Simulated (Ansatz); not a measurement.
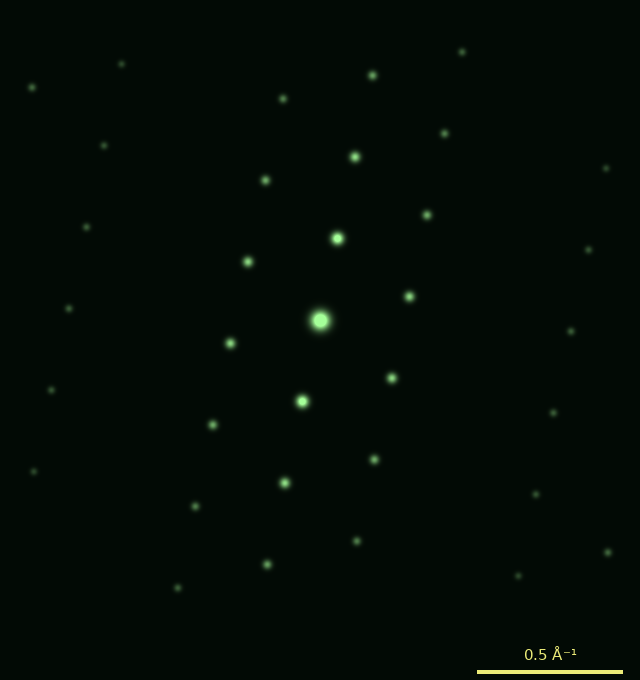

Simulated selected-area electron diffraction pattern (200 kV, kinematic approximation, thin crystal, B = 0.5 Å² for all atoms).

Phase: Cl, space group Cmce (No. 64), a = 6.93 Å, b = 3.89 Å, c = 8.01 Å. Structure: the input geometry of an electronic-structure calculation (not necessarily at equilibrium).

Measure the pattern against the scale bar and name the zone.

Answer. The spots form a centred rectangular net whose two shortest vectors correspond to d = 3.47 Å and 3.12 Å, 63.2° apart. They index as 2 0 0 and 1 1 -1, so the zone axis is [011] (or an equivalent direction of <011>). The zone [112] gives nearly the same net, so geometry alone does not settle it; this pattern was computed for [011].
